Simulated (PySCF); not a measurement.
**C3H10B2N (SMILES CBCB[N]C) (doublet): density, localisation and related maps**

Input file:

```
{"job": {"kind": "epr", "basis": "pcH-1"}, "charge": 0, "multiplicity": 2}
C      2.675115    -0.031063     0.606170
B      1.364868     0.421434    -0.143989
C      0.321772    -0.617956    -0.638087
B     -0.687268    -0.802410     0.675370
N     -1.838983    -0.184642     0.700159
C     -2.835125     0.682792     0.271877
H      3.556545     0.230707     0.020096
H      2.786525     0.496066     1.553279
H      2.725174    -1.097470     0.811028
H      1.171250     1.568136    -0.314414
H     -0.284108    -0.296549    -1.480716
H      0.712131    -1.612469    -0.837572
H     -0.311091    -1.530144     1.512839
H     -3.505121     0.897528     1.114588
H     -2.421405     1.642879    -0.063576
H     -3.437877     0.242106    -0.530978
```

Launched as:

```sh
OMP_NUM_THREADS=1 python probes_run.py task.json out
```

Geometry: GFN2-xTB.

The calculation used UKS B3LYP, pcH-1 on B C H N, non-relativistic, mean-field spin-orbit, GIAO in PySCF.

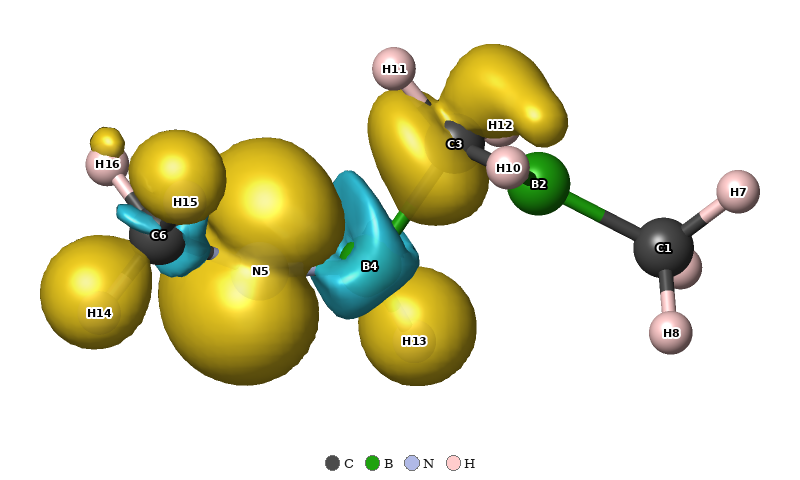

Figure 1. Isosurfaces of the spin density at +0.015 (yellow) and −0.015 e/Å³ (cyan), seen from one side.

> Which atoms carry the spin?

The unpaired spin (1 electron) lies mostly on N5 (about 0.6) and C3 (about 0.1), in electrons by Hirshfeld's partition.

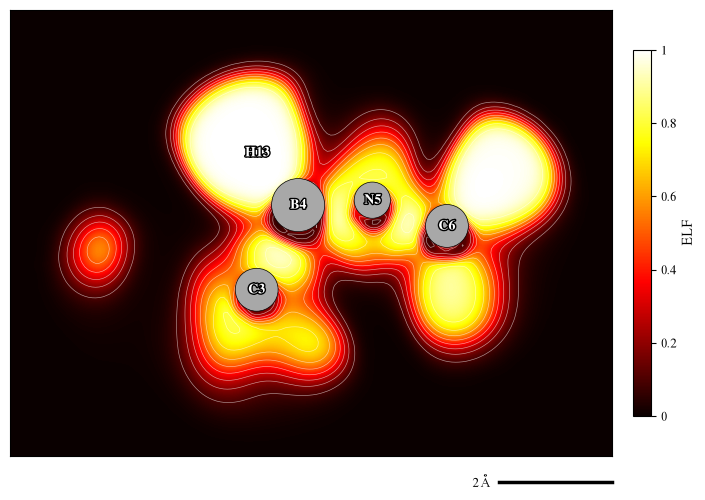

Figure 2. Electron localisation function on the plane of atoms B4, N5 and C6. Grey discs cover the atomic cores.

> Describe what can be read from this map.

The section cuts through C, B, N and H sites.
B–N (1.31 Å): the ELF peaks at about 0.90 between the atoms: a short, strongly polar bond.
C–N (1.39 Å): the ELF peaks at about 0.90 between the atoms: localised, covalent bonding.
C–B (1.67 Å): the ELF peaks at about 0.95 between the atoms (a covalent bond).
B–H (1.17 Å): the ELF is about 1 at the midpoint (a covalent bond by its length).

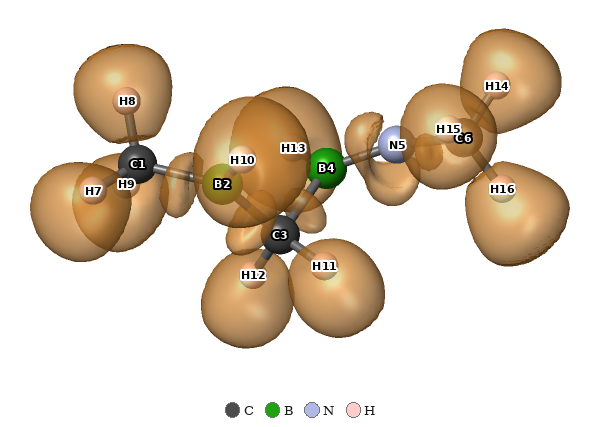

Figure 3. Isosurface of the ELF at 0.85 (orange), seen at an oblique angle. Core shells and regions of very low density are left out.

> Describe the localisation domains.

The ELF exceeds this value in three regions between bonded B–C atoms (shared pairs), one region between bonded B–N atoms (shared pairs), one region between bonded C–N atoms (shared pairs) and ten regions around hydrogen nuclei.
